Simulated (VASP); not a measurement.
Band structure of MnO2 (rutile). Calculation: LDA (Ceperley-Alder, Perdew-Zunger), VASP's LDA PAW potentials (set 64) (plane waves; VASP).

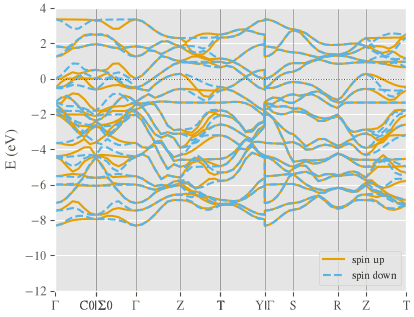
Fig. 1. Bands along high-symmetry lines, zero at the valence-band maximum or, without a gap, the Fermi level

**Question.** Read the plot: is there a gap, and where are the band edges?

**Answer.** It has no gap at this level: it comes out as a metal or semimetal. (Edges off the drawn lines would not show.)

The compound is MnO2 in the rutile structure. It was relaxed first, which changed the volume by -6 %.
